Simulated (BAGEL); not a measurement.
**CH3BFN (SMILES BN=CF): B3LYP/aug-cc-pVDZ (density fitting with qzvpp-jkfit)**

Aim: the energy change on altering one bond length of CH3BFN at B3LYP/aug-cc-pVDZ (density fitting with qzvpp-jkfit), from 2 runs. 

Program for the calculation: BAGEL 1.2.2.

2 further runs of the same task are left out: 2 set aside as unsound or not needed. Runs told in other sessions of the task aren't counted.

**1. The structure to begin with**

CH3BFN has 7 atoms, charge 0, and is taken as a singlet. As SMILES, `BN=CF`. The shape is that of a PBE0-D4/def2-TZVP optimisation.

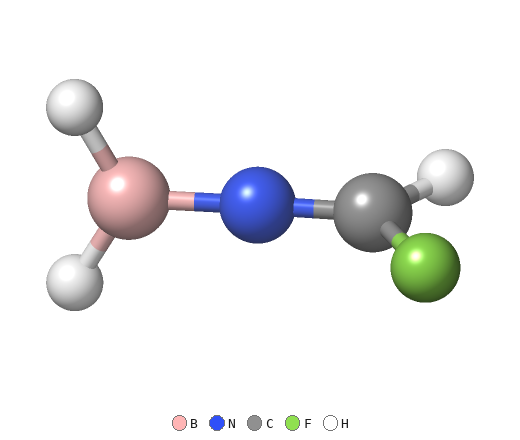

The structure, seen from a chosen angle (boron pink, nitrogen blue, carbon grey, fluorine green, hydrogen white).

**2. The energy at B3LYP/aug-cc-pVDZ (density fitting with qzvpp-jkfit)**

The input, input.json:

```json
{ "bagel" : [

{
  "title" : "molecule",
  "basis" : "aug-cc-pvdz.json",
  "df_basis" : "qzvpp-jkfit",
  "angstrom" : true,
  "geometry" : [
    { "atom" : "B", "xyz" : [      -0.480500,       1.089800,       0.570900 ] },
    { "atom" : "N", "xyz" : [       0.018600,      -0.008400,      -0.066500 ] },
    { "atom" : "C", "xyz" : [       0.466800,      -1.006900,      -0.611700 ] },
    { "atom" : "F", "xyz" : [       0.739900,      -2.132000,       0.060700 ] },
    { "atom" : "H", "xyz" : [       0.284400,       1.897100,       1.009900 ] },
    { "atom" : "H", "xyz" : [      -1.666300,       1.214200,       0.659800 ] },
    { "atom" : "H", "xyz" : [       0.698200,      -1.122000,      -1.669000 ] }
  ]
},

{ "title" : "ks", "xc_func" : "b3lyp" },

{ "title" : "print", "file" : "orbitals.molden", "orbitals" : true }

]}
```

The basis set aug-cc-pVDZ is read from a file made from the Basis Set Exchange's data (not shown).

Started as:

```
$ BAGEL_NUM_THREADS=1 BAGEL input.json > input.out
```

Log:

```text
* using 1 threads per process

  ===============================================================
  ===============================================================

  *** Geometry ***

  { "atom" : "B", "xyz" : [     -0.908013,      2.059424,      1.078845 ] },
  { "atom" : "N", "xyz" : [      0.035149,     -0.015874,     -0.125667 ] },
  { "atom" : "C", "xyz" : [      0.882124,     -1.902765,     -1.155945 ] },
  { "atom" : "F", "xyz" : [      1.398208,     -4.028896,      0.114706 ] },
  { "atom" : "H", "xyz" : [      0.537438,      3.584999,      1.908434 ] },
  { "atom" : "H", "xyz" : [     -3.148851,      2.294505,      1.246841 ] },
  { "atom" : "H", "xyz" : [      1.319407,     -2.120273,     -3.153953 ] },

  Number of auxiliary basis functions:      358

  Since a DF basis is specified, we compute 2- and 3-index integrals:
    o Being stored without compression. Storage requirement is 0.041 GB

  Number of basis functions:      119
  Number of electrons      :       30

    * METHOD: MOLECULE                             0.17

  *** Kohn-Sham DFT ***

    * Removing 11408 points whose weight is below 1.00e-10
    * Grid points: 92934

  === Nuclear Repulsion ===
   101.2770138266

       - DIIS with orbital gradients will be used.

  === KS iteration (b3lyp / aug-cc-pvdz.json) ===
      0       -190.17654371          0.08416801           0.42
      1       -144.84304690          0.12818549           0.42
      2       -148.94961737          0.18655773           0.42
      3       -204.44714130          0.08344149           0.42
      4       -214.27504130          0.06816917           0.42
      5       -219.01212546          0.02565944           0.42
      6       -219.15087590          0.02143171           0.41
      7       -219.34402319          0.00808620           0.41
      8       -219.36699025          0.00571806           0.41
      9       -219.37251444          0.00480600           0.41
     10       -219.38407638          0.00096738           0.41
     11       -219.38475554          0.00027473           0.41
     12       -219.38481337          0.00004409           0.42
     13       -219.38481450          0.00001084           0.40
     14       -219.38481454          0.00000644           0.41
     15       -219.38481456          0.00000277           0.43
     16       -219.38481456          0.00000178           0.42
     17       -219.38481456          0.00000019           0.42
     18       -219.38481456          0.00000006           0.42
     19       -219.38481456          0.00000001           0.42
     20       -219.38481456          0.00000000           0.42
    * SCF iteration converged.

    * Permanent dipole moment:
           (   -0.121703,     0.046213,     0.584733) a.u.

    * METHOD: KS                                   9.36

    * METHOD: PRINT                                0.03

  ===============================================================
```

It took 9.9 s on 1 thread of Arm Neoverse V1, shared host; peak memory 0.5 GiB.

**3. The distorted shape**

The input, job.json:

```json
{ "bagel" : [

{
  "title" : "molecule",
  "basis" : "aug-cc-pvdz.json",
  "df_basis" : "qzvpp-jkfit",
  "angstrom" : true,
  "geometry" : [
    { "atom" : "B", "xyz" : [   -1.018355,    2.288033,    1.225158 ] },
    { "atom" : "N", "xyz" : [   -0.519255,    1.189833,    0.587758 ] },
    { "atom" : "C", "xyz" : [    0.466800,   -1.006900,   -0.611700 ] },
    { "atom" : "F", "xyz" : [    0.739900,   -2.132000,    0.060700 ] },
    { "atom" : "H", "xyz" : [   -0.253455,    3.095333,    1.664158 ] },
    { "atom" : "H", "xyz" : [   -2.204155,    2.412433,    1.314058 ] },
    { "atom" : "H", "xyz" : [    0.698200,   -1.122000,   -1.669000 ] }
  ]
},
{ "title" : "ks", "xc_func" : "b3lyp" },
{ "title" : "print", "file" : "orbitals.molden", "orbitals" : true }

]}
```

The basis set aug-cc-pVDZ is read from a file made from the Basis Set Exchange's data (not shown).

Started as:

```
$ BAGEL_NUM_THREADS=1 BAGEL job.json > job.out
```

Log:

```text
* using 1 threads per process

  ===============================================================
  ===============================================================

  *** Geometry ***

  { "atom" : "B", "xyz" : [     -1.924412,      4.323756,      2.315213 ] },
  { "atom" : "N", "xyz" : [     -0.981250,      2.248459,      1.110702 ] },
  { "atom" : "C", "xyz" : [      0.882124,     -1.902765,     -1.155945 ] },
  { "atom" : "F", "xyz" : [      1.398208,     -4.028896,      0.114706 ] },
  { "atom" : "H", "xyz" : [     -0.478961,      5.849332,      3.144803 ] },
  { "atom" : "H", "xyz" : [     -4.165249,      4.558838,      2.483210 ] },
  { "atom" : "H", "xyz" : [      1.319407,     -2.120273,     -3.153953 ] },

  Number of auxiliary basis functions:      358

  Since a DF basis is specified, we compute 2- and 3-index integrals:
    o Being stored without compression. Storage requirement is 0.041 GB

  Number of basis functions:      119
  Number of electrons      :       30

    * METHOD: MOLECULE                             0.17

  *** Kohn-Sham DFT ***

    * Removing 9771 points whose weight is below 1.00e-10
    * Grid points: 94571

  === Nuclear Repulsion ===
    79.4452519064

       - DIIS with orbital gradients will be used.

  === KS iteration (b3lyp / aug-cc-pvdz.json) ===
      0       -194.29488945          0.07641122           0.43
      1       -146.40005709          0.11501257           0.43
      2       -117.87595661          0.17562352           0.43
      3       -205.56695095          0.06709715           0.42
      4       -203.46847658          0.08634013           0.43
      5       -216.57815966          0.05041872           0.42
      6       -217.98197216          0.04030845           0.43
      7       -217.37853983          0.04140203           0.42
      8       -217.40384707          0.04169615           0.42
      9       -215.95782204          0.04693649           0.42
     10       -216.73733678          0.05221129           0.42
     11       -218.80285959          0.02088187           0.43
     12       -218.93990852          0.01520057           0.42
     13       -219.00699620          0.01157543           0.42
     14       -219.07593035          0.00558647           0.42
     15       -219.09633080          0.00139869           0.43
     16       -219.09762243          0.00013124           0.43
     17       -219.09763375          0.00002726           0.42
     18       -219.09763427          0.00000406           0.42
     19       -219.09763429          0.00000111           0.43
     20       -219.09763429          0.00000042           0.43
     21       -219.09763429          0.00000021           0.43
     22       -219.09763429          0.00000013           0.43
     23       -219.09763429          0.00000011           0.44
     24       -219.09763429          0.00000006           0.43
     25       -219.09763429          0.00000004           0.43
     26       -219.09763429          0.00000001           0.44
    * SCF iteration converged.

    * Permanent dipole moment:
           (    0.077689,    -0.330222,     0.208702) a.u.

    * METHOD: KS                                  12.16

    * METHOD: PRINT                                0.03

  ===============================================================
```

Run time: 13 s. Hardware: 1 thread of Arm Neoverse V1, shared host; peak memory 0.51 GiB.

**4. Outcome**

At B3LYP/aug-cc-pVDZ (density fitting with qzvpp-jkfit):

```
                                                         quantity          value
                                        first shape: total energy  -219.38481 Eh
                                       first shape: dipole moment         1.52 D
                                         first shape: HOMO energy       -8.43 eV
                                         first shape: LUMO energy       -0.92 eV
                                       first shape: HOMO–LUMO gap        7.51 eV
                                    distorted shape: total energy  -219.09763 Eh
                                   distorted shape: dipole moment         1.01 D
                                     distorted shape: HOMO energy       -5.98 eV
                                     distorted shape: LUMO energy       -4.60 eV
                                   distorted shape: HOMO–LUMO gap        1.37 eV
energy change with the N2–C3 bond stretched from 1.223 to 2.690 Å       7.815 eV
```

**Reading.** With the N2–C3 bond stretched from 1.223 to 2.690 Å the energy rises by 7.81 eV (754 kJ/mol). The first shape isn't relaxed at this level, so the change isn't measured from a minimum. A restricted reference can't describe the breaking bond well at this length.
